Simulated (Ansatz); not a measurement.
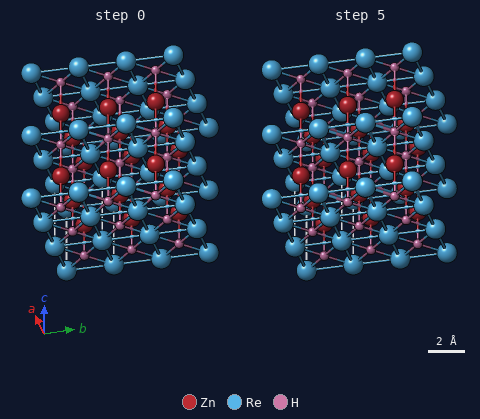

The structure of a crystal of ZnReH (a generated structure, set up in P4/mmm) before (left) and after (right) a relaxation, at one scale.

A ball-and-stick model of the cell of the calculation, repeated 3 × 3 × 2 with one cell outlined, seen from a free direction.

Theory: Ansatz, DFT PBE, scalar-relativistic, plane waves, PAW. (plane-wave cutoff 420 eV; k-point mesh 16 × 16 × 12; occupations gaussian; smearing width 0.1 eV; collinear spin; cell and atoms relaxed; force threshold 0.01 eV/Å; at most 80 steps)

Question: Summarise the run.

Answer: No atom moves by more than 0.005 Å relative to the cell. Cell: a = b 2.786 → 2.755 Å (−1.1 %), c 4.149 → 4.279 Å (+3.1 %). Volume +0.8 %. Some distances before and after: H–Zn 2.074 → 2.139 Å, Re–Re 2.786 → 2.755 Å, H–Re 1.970 → 1.948 Å. The space group stays P4/mmm (No. 123). After 3 accepted moves (5 points after the start) the energy has fallen by 18.0 meV per cell of the calculation. All forces vanish by symmetry, so only the cell relaxes. Pressure: −0.61 GPa at the start and 0.00 GPa at the end. The line search rejected the trial step at point 2 of the run. At 1 point the geometry stayed and the basis and grid were re-selected for the new cell (energy shift of 0.4 meV per cell of the calculation at most each time). The program noted that the starting moments weren't kept. The run took 3.1 min on 1 thread of Arm Neoverse V1 (shared host), peak memory 0.59 GiB.
